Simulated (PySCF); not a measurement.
SMILES [SeH]c1ccccc1, GFN2-xTB optimised geometry. Atoms within 1.6 Å of the plane z = 0.0 Å (x, y, z in Å): Se1 (-1.37, -2.51, 0.00), C2 (-0.46, -0.82, 0.00), C3 (-1.16, 0.37, 0.00), C4 (-0.47, 1.57, 0.00), C5 (0.92, 1.58, 0.00), C6 (1.61, 0.38, 0.00), C7 (0.93, -0.82, 0.00), H8 (-2.69, -1.93, -0.02), H9 (-2.24, 0.37, 0.00), H10 (-1.01, 2.50, 0.00), H11 (1.46, 2.51, 0.00), H12 (2.69, 0.38, 0.00), H13 (1.47, -1.76, 0.00).

Method: PySCF with CAM-B3LYP/def2-TZVP. Cells within 0.4 Å of a nucleus heavier than hydrogen are left out (blank, or x).

Map of the Laplacian of the electron density (e/bohr⁵), clipped to [-1.50, 1.50] on the plane z = 0.0 Å:

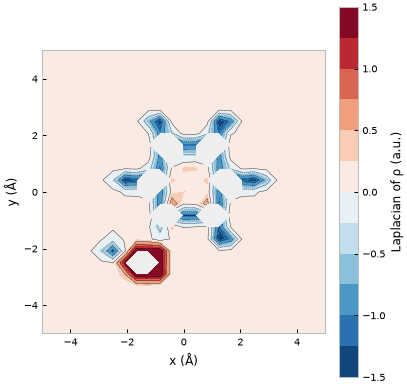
Laplacian of the electron density (e/bohr⁵), clipped to [-1.50, 1.50] on the plane z = 0.0 Å.
